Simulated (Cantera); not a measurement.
Charge: 1 mol SiHCl3, a varied amount of NH3, 0.74 mol H2, equilibrated at 802 °C and 13.0 Pa.

Method: chemical equilibrium by Gibbs-energy minimisation in Cantera with the NASA 1993 tables (ideal gas, pure condensed phases). Candidate condensed phases: NH4Cl, Si, Si3N4; 28 gas species. The tables' values for SiCl3 are old estimates; treat these amounts as uncertain. Rates play no part.

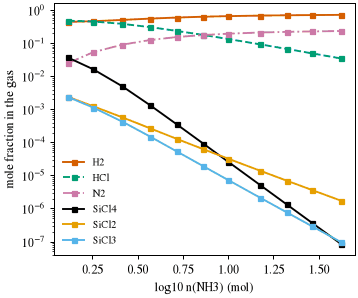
Figure. Equilibrium gas composition (values under 1e-9 drawn at 1e-9)

From 1.3 mol NH3 to 42 mol NH3 the condensed part is Si3N4(s). The main Si-bearing gas is SiCl4 at 1.3 mol NH3 and SiCl2 at 42 mol NH3.
